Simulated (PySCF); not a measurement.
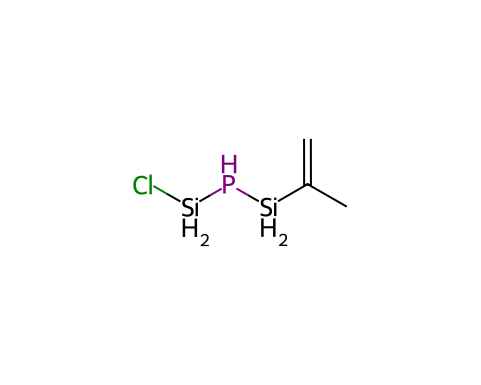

Structural formula above. Computed geometry: GFN2-xTB optimisation. No frequency run is at hand to confirm it as a minimum.

What does the molecule look like in three dimensions?

Formula C₃H₁₀ClPSi₂. Its SMILES string is `C=C(C)[SiH2]P[SiH2]Cl`. It has no ring. Among its groups: alkene, Si–H bond. The point group is C1. Coordination: 2 C trigonal planar; 1 C tetrahedral; 2 Si tetrahedral; 1 P trigonal pyramidal.

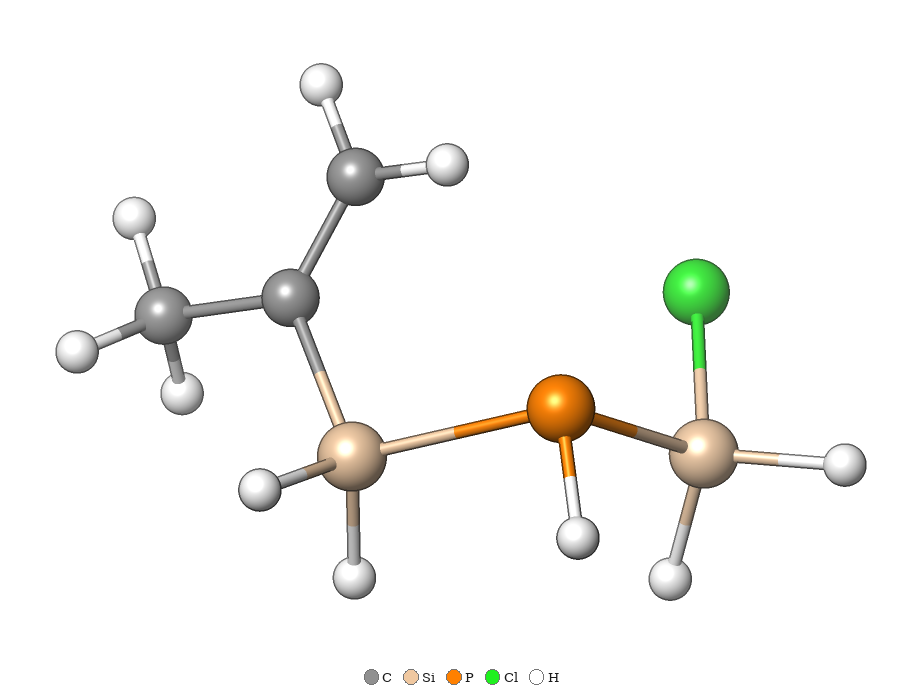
